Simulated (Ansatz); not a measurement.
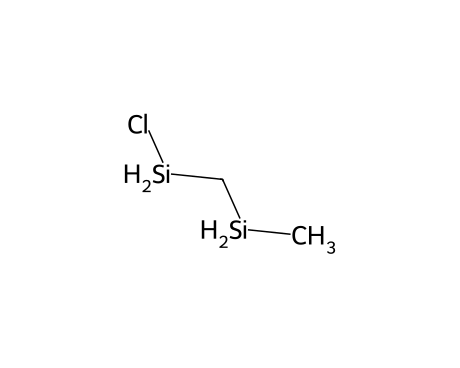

Structural formula above. Computed geometry: PBE-D4/def2-SVP optimisation. No frequency run is at hand to confirm it as a minimum.

Describe the 3D structure.

The molecule is C2H9ClSi2. SMILES: `C[SiH2]C[SiH2]Cl`. It has no ring. Among its groups: Si–H bond. The point group is Cs. Coordination: 2 C tetrahedral; 2 Si tetrahedral.

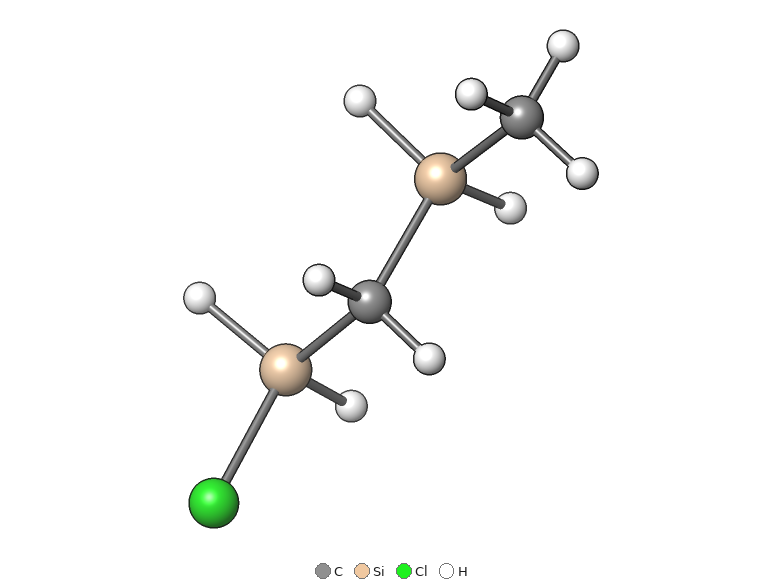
